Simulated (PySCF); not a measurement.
```yaml
atoms:
  - { symbol: C, position_ang: [-1.5364, -0.7030, -0.3650] }
  - { symbol: Si, position_ang: [0.0123, 0.3358, 0.0007] }
  - { symbol: C, position_ang: [1.5657, -0.7550, 0.0636] }
  - { symbol: O, position_ang: [-0.1634, 1.2419, 1.3514] }
  - { symbol: S, position_ang: [0.2557, 1.8710, -1.5018] }
  - { symbol: H, position_ang: [-2.4395, -0.1019, -0.3034] }
  - { symbol: H, position_ang: [-1.6362, -1.5270, 0.3359] }
  - { symbol: H, position_ang: [-1.4961, -1.1264, -1.3633] }
  - { symbol: H, position_ang: [1.4354, -1.5933, 0.7421] }
  - { symbol: H, position_ang: [2.4316, -0.1895, 0.3965] }
  - { symbol: H, position_ang: [1.7975, -1.1603, -0.9159] }
  - { symbol: H, position_ang: [-0.2622, 0.8379, 2.2091] }
  - { symbol: H, position_ang: [0.0312, 2.8705, -0.6676] }
```

Geometry: GFN2-xTB.

Method: PySCF, PBE0/pcSseg-1, SCF density, gas phase, non-relativistic.

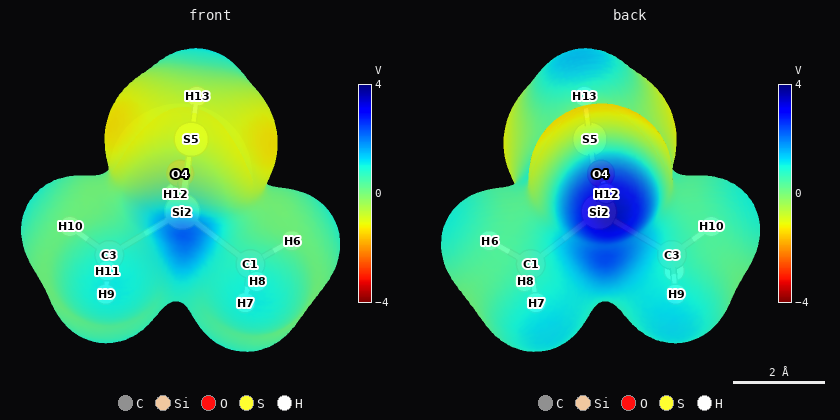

C$_{2}$H$_{8}$OSSi (SMILES C[Si](C)(O)S). The molecular electrostatic potential painted on the density surface at 0.004 e/bohr³, seen from the front and from behind; the colour scale runs from red (negative) to blue (positive).

Where is the surface potential most negative and most positive?

The most negative region (about −1.3 V) lies over O4 and S5, the most positive (about +3.4 V) over H12.

What dipole moment does the calculation give?

Its dipole moment is 3.13 D.
